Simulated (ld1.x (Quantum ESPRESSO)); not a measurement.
# Pseudopotential generation for Li

Lithium (Li, Z = 3), core [He], reference valence 2s0.5 2p0 (an ion of charge +0.5), valence charge 1. Computed at this level: RRKJ potential, PBE, scalar-relativistic, made with ld1.x (Quantum ESPRESSO) 7.5.

### Output
```
     Program LD1 v.7.5
     --------------------------- All-electron run ----------------------------

     Li
     scalar relativistic calculation

     atomic number is  3.00
     dft =PBE   lsd =0 sic =0 latt =0  beta=0.20 tr2=1.0E-14
     Exchange-correlation= PBE
                           (   1   4   3   4   0   0   0)
     mesh =1017 r(mesh) =  99.62247 a.u. xmin = -7.00 dx = 0.01250
     1 Ry =  13.60569312 eV, c = 137.03599908

     n l     nl                  e(Ry)          e(Ha)          e(eV)
     1 0     1S 1( 2.00)        -4.0982        -2.0491       -55.7587
     2 0     2S 1( 0.50)        -0.3927        -0.1964        -5.3431
     2 1     2P 1( 0.00)        -0.2458        -0.1229        -3.3446

     final scf error:  7.7E-15 reached in  30 iterations

     Etot =     -14.753971 Ry,      -7.376986 Ha,    -200.738002 eV

     Ekin =      14.667884 Ry,       7.333942 Ha,     199.566731 eV
     Encl =     -33.294705 Ry,     -16.647353 Ha,    -452.997544 eV
     Eh   =       7.317676 Ry,       3.658838 Ha,      99.562052 eV
     Exc  =      -3.444826 Ry,      -1.722413 Ha,     -46.869241 eV

     normalization and overlap integrals

     s(1S/1S) =  1.000000  <r> =   0.5811  <r2> =    0.4642  r(max) =   0.3593
     s(2S/2S) =  1.000000  <r> =   3.5378  <r2> =   14.7757  r(max) =   2.8976
     s(2P/2P) =  1.000000  <r> =   4.0654  <r2> =   20.0844  r(max) =   3.2426

     ------------------------ End of All-electron run ------------------------

     --------------------- Generating NC pseudopotential ---------------------

      Generating local potential from pseudized AE potential:
      Matching radius rcloc =   2.1000

      Local pseudo, rcloc= 2.120 Estimated cut-off energy=    13.41 Ry

      Wfc   2S  rcut= 2.463  Estimated cut-off energy=       20.05 Ry
      This function has    0 nodes for 0 < r <    2.463

      Wfc   2P  rcut= 3.163  Estimated cut-off energy=       17.34 Ry
      This function has    0 nodes for 0 < r <    3.163

     ------------------- End of pseudopotential generation -------------------

     --------------------------- All-electron run ----------------------------

     Li
     scalar relativistic calculation

     atomic number is  3.00
     dft =PBE   lsd =0 sic =0 latt =0  beta=0.20 tr2=1.0E-14
     Exchange-correlation= PBE
                           (   1   4   3   4   0   0   0)
     mesh =1017 r(mesh) =  99.62247 a.u. xmin = -7.00 dx = 0.01250
     1 Ry =  13.60569312 eV, c = 137.03599908

     n l     nl                  e(Ry)          e(Ha)          e(eV)
     1 0     1S 1( 2.00)        -4.0982        -2.0491       -55.7587
     2 0     2S 1( 0.50)        -0.3927        -0.1964        -5.3431
     2 1     2P 1( 0.00)        -0.2458        -0.1229        -3.3446

     final scf error:  7.7E-15 reached in  30 iterations

     Etot =     -14.753971 Ry,      -7.376986 Ha,    -200.738002 eV

     Ekin =      14.667884 Ry,       7.333942 Ha,     199.566731 eV
     Encl =     -33.294705 Ry,     -16.647353 Ha,    -452.997544 eV
     Eh   =       7.317676 Ry,       3.658838 Ha,      99.562052 eV
     Exc  =      -3.444826 Ry,      -1.722413 Ha,     -46.869241 eV

     normalization and overlap integrals

     s(1S/1S) =  1.000000  <r> =   0.5811  <r2> =    0.4642  r(max) =   0.3593
     s(2S/2S) =  1.000000  <r> =   3.5378  <r2> =   14.7757  r(max) =   2.8976
     s(2P/2P) =  1.000000  <r> =   4.0654  <r2> =   20.0844  r(max) =   3.2426

     ------------------------ End of All-electron run ------------------------

     Computing logarithmic derivative in   3.51717
     Computing logarithmic derivative in   3.51717
     Computing the partial wave expansion
     R is outside the sphere for l=    0 j= 0.00
     R is outside the sphere for l=    1 j= 0.00

     ---------------------- Testing the pseudopotential ----------------------

     Li
     scalar relativistic calculation

     atomic number is  3.00   valence charge is  1.00
     dft =PBE   lsd =0 sic =0 latt =0  beta=0.20 tr2=1.0E-14
     mesh =1017 r(mesh) =  99.62247 xmin = -7.00 dx = 0.01250

     n l     nl             e AE (Ry)        e PS (Ry)    De AE-PS (Ry)
     1 0     2S   1( 0.50)       -0.39271       -0.39271        0.00000
     2 1     2P   1( 0.00)       -0.24582       -0.24582        0.00000

     eps = 7.7E-15  iter =  1

     Etot =     -14.753971 Ry,      -7.376986 Ha,    -200.738002 eV
     Etotps =    -0.232620 Ry,      -0.116310 Ha,      -3.164952 eV

     Ekin =       0.088180 Ry,       0.044090 Ha,       1.199752 eV
     Encl =      -0.271732 Ry,      -0.135866 Ha,      -3.697098 eV
     Ehrt =       0.063795 Ry,       0.031897 Ha,       0.867974 eV
     Ecxc =      -0.096259 Ry,      -0.048129 Ha,      -1.309668 eV
     Epseu=      -0.016604 Ry,      -0.008302 Ha,      -0.225911 eV

     ---------------------- End of pseudopotential test ----------------------
```

### Output of the test run (extracts)
```
     ---------------------- Testing the pseudopotential ----------------------

     Li
     scalar relativistic calculation

     atomic number is  3.00   valence charge is  1.00
     dft =PBE   lsd =0 sic =0 latt =0  beta=0.20 tr2=1.0E-14
     mesh =1017 r(mesh) =  99.62247 xmin = -7.00 dx = 0.01250

     n l     nl             e AE (Ry)        e PS (Ry)    De AE-PS (Ry)
     1 0     2S   1( 0.50)       -0.39271       -0.39271        0.00000
     2 1     2P   1( 0.00)       -0.24582       -0.24582        0.00000

     eps = 4.0E-15  iter = 12

     Etot =     -14.753971 Ry,      -7.376986 Ha,    -200.738002 eV
     Etotps =    -0.232620 Ry,      -0.116310 Ha,      -3.164952 eV

     Ekin =       0.088180 Ry,       0.044090 Ha,       1.199752 eV
     Encl =      -0.271732 Ry,      -0.135866 Ha,      -3.697098 eV
     Ehrt =       0.063795 Ry,       0.031897 Ha,       0.867974 eV
     Ecxc =      -0.096259 Ry,      -0.048129 Ha,      -1.309668 eV
     Epseu=      -0.016604 Ry,      -0.008302 Ha,      -0.225911 eV

     ---------------------- End of pseudopotential test ----------------------

     ---------------------- Testing the pseudopotential ----------------------

     Li
     scalar relativistic calculation

     atomic number is  3.00   valence charge is  1.00
     dft =PBE   lsd =0 sic =0 latt =0  beta=0.20 tr2=1.0E-14
     mesh =1017 r(mesh) =  99.62247 xmin = -7.00 dx = 0.01250

     n l     nl             e AE (Ry)        e PS (Ry)    De AE-PS (Ry)
     1 0     2S   1( 1.00)       -0.21125       -0.21222        0.00097
     2 1     2P   1( 0.00)       -0.08011       -0.08068        0.00056

     eps = 6.3E-15  iter = 12

     Etot =     -14.904546 Ry,      -7.452273 Ha,    -202.786677 eV
     Etotps =    -0.383647 Ry,      -0.191823 Ha,      -5.219782 eV
     dEtot_ae =      -0.150575 Ry
     dEtot_ps =      -0.151027 Ry,   Delta E=       0.000452 Ry

     Ekin =       0.145919 Ry,       0.072960 Ha,       1.985333 eV
     Encl =      -0.521786 Ry,      -0.260893 Ha,      -7.099258 eV
     Ehrt =       0.233661 Ry,       0.116831 Ha,       3.179122 eV
     Ecxc =      -0.215818 Ry,      -0.107909 Ha,      -2.936347 eV
     Epseu=      -0.025624 Ry,      -0.012812 Ha,      -0.348632 eV

     ---------------------- End of pseudopotential test ----------------------

     ---------------------- Testing the pseudopotential ----------------------

     Li
     scalar relativistic calculation

     atomic number is  3.00   valence charge is  1.00
     dft =PBE   lsd =0 sic =0 latt =0  beta=0.20 tr2=1.0E-14
     mesh =1017 r(mesh) =  99.62247 xmin = -7.00 dx = 0.01250

     n l     nl             e AE (Ry)        e PS (Ry)    De AE-PS (Ry)
     1 0     2S   1( 0.00)       -0.24600       -0.24625        0.00025
     2 1     2P   1( 1.00)       -0.11492       -0.11502        0.00010

     eps = 5.9E-15  iter = 15

     Etot =     -14.773194 Ry,      -7.386597 Ha,    -200.999544 eV
     Etotps =    -0.251985 Ry,      -0.125992 Ha,      -3.428425 eV
     dEtot_ae =      -0.019223 Ry
     dEtot_ps =      -0.019365 Ry,   Delta E=       0.000142 Ry

     Ekin =       0.283870 Ry,       0.141935 Ha,       3.862242 eV
     Encl =      -0.443313 Ry,      -0.221657 Ha,      -6.031583 eV
     Ehrt =       0.187928 Ry,       0.093964 Ha,       2.556894 eV
     Ecxc =      -0.174554 Ry,      -0.087277 Ha,      -2.374932 eV
     Epseu=      -0.105915 Ry,      -0.052957 Ha,      -1.441045 eV

     ---------------------- End of pseudopotential test ----------------------
```

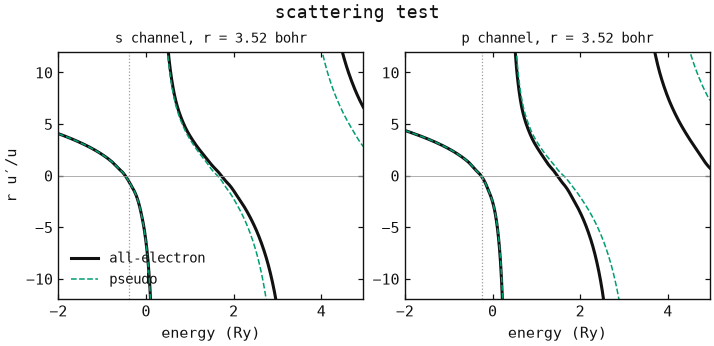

*Logarithmic derivatives r u′/u at the test radius against energy, all-electron atom (solid) and pseudo-atom (dashed). Here u = r R(r). The dotted line marks the reference energy of the channel.*

- Zeros of the logarithmic derivative: s: all-electron -0.5 and 1.7 Ry, pseudo -0.5 and 1.6 Ry; p: all-electron -0.3 and 1.5 Ry, pseudo -0.3 and 1.6 Ry.
- Ghost states: the plot shows none: pseudo and all-electron curves have the same branches in all channels drawn. The separate test gives: no ghost state below the valence levels in the s, p, d, f channels.

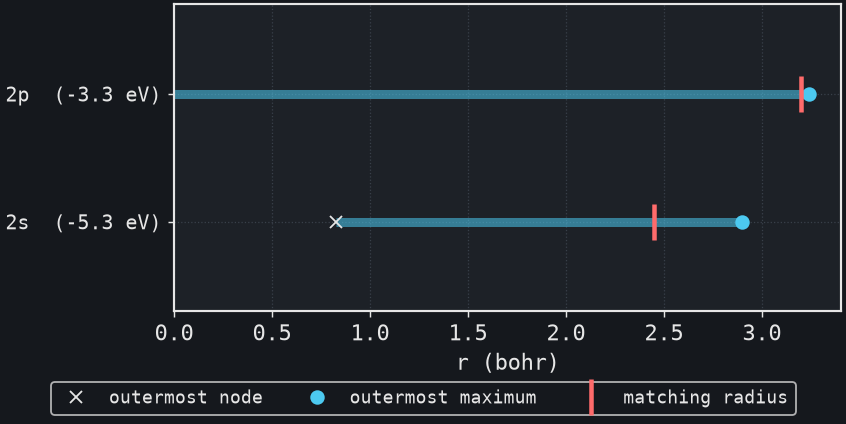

*Outer shells of the all-electron reference atom: each bar runs from the outermost node (or the nucleus) to the outermost maximum of u(r); the tick is the radius chosen for the pseudo-wave. Shells without a tick have no pseudo-wave of their own. Levels, nodes and maxima are from ld1.x, scalar-relativistic.*

- Radii against the shells: 2s: 2.45 bohr, between node and maximum; 2p: 3.20 bohr, inside the maximum.

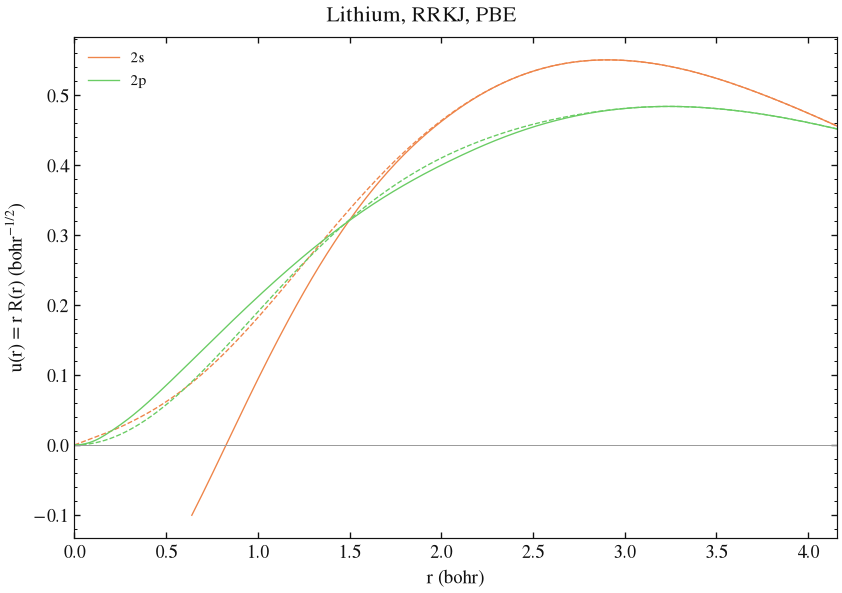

*Pseudo-waves (dashed) against the all-electron radial functions (solid). The innermost oscillations of some all-electron curves aren't drawn. Reference configuration 2s0.5 2p0.*

- Matching radii: 2s at 2.45 bohr; 2p at 3.20 bohr. The curves merge smoothly, so the plot gives these only roughly.
- Nodes of the pseudo-waves: 2s has no node; 2p has no node.

### Input
```
 &input
   title='Li', zed=3., rel=1, dft='PBE', iswitch=3,
   config='[He] 2s0.5 2p0',
   nld=2, rlderiv=3.50, eminld=-2.0, emaxld=5.0, deld=0.02
 /
 &inputp
   pseudotype=2, tm=.false., lloc=-1, rcloc=2.10,
   nlcc=.false.,
   file_pseudopw='Li.UPF', file_wfcaegen='ae.wfc', file_wfcncgen='nc.wfc', file_beta='beta', file_chi='chi'
 /
2
2S  1  0   0.50   0.00  2.45  2.45  0.0
2P  2  1   0.00   0.00  3.20  3.20  0.0
 &test
   configts(1)='2s0.5 2p0'
 /
```

### Input of the test run
```
 &input
   title='Li', zed=3., rel=1, dft='PBE', iswitch=2,
   config='[He] 2s0.5 2p0'
 /
 &test
   file_pseudo='Li.UPF', nconf=3,
   configts(1)='2s0.5 2p0',
   configts(2)='2s1 2p0',
   configts(3)='2s0 2p1'
 /
```

Run as:
```bash
ld1.x < Li.in > Li.out
```

### Results in brief

- outcome: generated
- cutoffs needed: 6 Ry or less and 8 Ry (the cutoffs, on a coarse ladder, from which the occupation-weighted sum of valence levels, in a spherical-Bessel basis at the reference potential, stays within 10 and 1 mRy of its value at 400 Ry); ghost states and empty shells don't enter this sum
- ghost test: no ghost state below the valence levels in the s, p, d, f channels (spherical-Bessel basis up to 400 Ry, 20 bohr box)
- largest excitation error: +6.1 meV (all-electron minus pseudo) for 2s1 2p0, out of 2 test configurations
- range over which the phases arctan(r u′/u) at the test radius agree within 0.05 rad (a looser test near the poles than one of phase shifts): s: up to about 1.2 Ry; p: up to about 1.0 Ry
- hardware: 1 CPU thread, shared host
